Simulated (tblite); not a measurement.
# Geometry relaxation of C3H11N2OSi (part 3 of 3)

The same run, continued: C3H11N2OSi, multiplicity 2; GFN2-xTB geometry optimisation, gas phase (tblite 0.8.0). It belongs to a series of runs on one base structure; here: H removed from sp3 C.

Geometry of the input (Å):
```
C  1.7532  1.3178  0.7065
C  1.1727  0.1914  -0.1332
C  2.3708  -0.7763  -0.3020
O  0.2119  -0.4242  0.6499
Si -1.3196  -0.5572  -0.0796
N  -1.7235  0.9222  -0.9994
N  -2.4960  -0.8835  1.2175
H  2.0459  2.2055  0.1433
H  1.1936  1.4823  1.6319
H  0.8065  0.5066  -1.1084
H  2.1929  -1.4618  -1.1421
H  2.4233  -1.3369  0.6570
H  3.2544  -0.1107  -0.4391
H  -1.3314  -1.7169  -1.0047
H  -2.3758  1.5496  -0.4547
H  -2.0821  0.7225  -1.9385
H  -2.9007  -0.0223  1.6373
H  -3.2048  -1.6019  0.9465
```

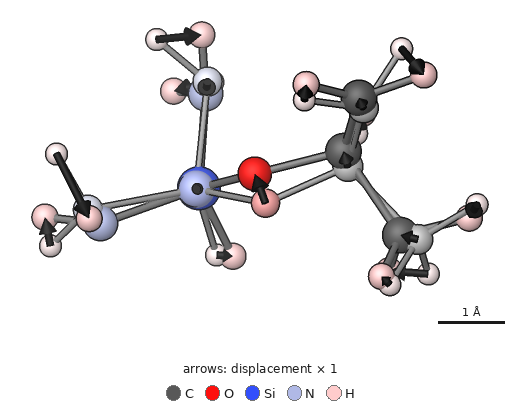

Fig. 1: Start (faint) and end (solid) with the displacements as black arrows, at true length (ball-and-stick view, seen at a tilt). The two geometries are laid on each other by the best rigid fit. The atom that moves furthest after the best rigid fit is H17 (1.22 Å). Largest moves by element: H 1.22 Å, O 0.49 Å, N 0.46 Å, C 0.28 Å, Si 0.17 Å. Distances before and after: O4–Si5 1.702 → 1.621 Å, Si5–N7 1.781 → 1.719 Å, Si5–N6 1.788 → 1.732 Å, C1–C2 1.520 → 1.471 Å. Among the angles that change: C2–O4–Si5 114.6° → 126.5°, N6–Si5–N7 112.1° → 121.3°, C1–C2–C3 103.2° → 111.7°. After 120 geometry steps the energy has fallen by 20.8 kcal/mol. The largest force component goes from 2.8 to 0.008 eV/Å. (Atoms are counted from 1 in the order of the input.)
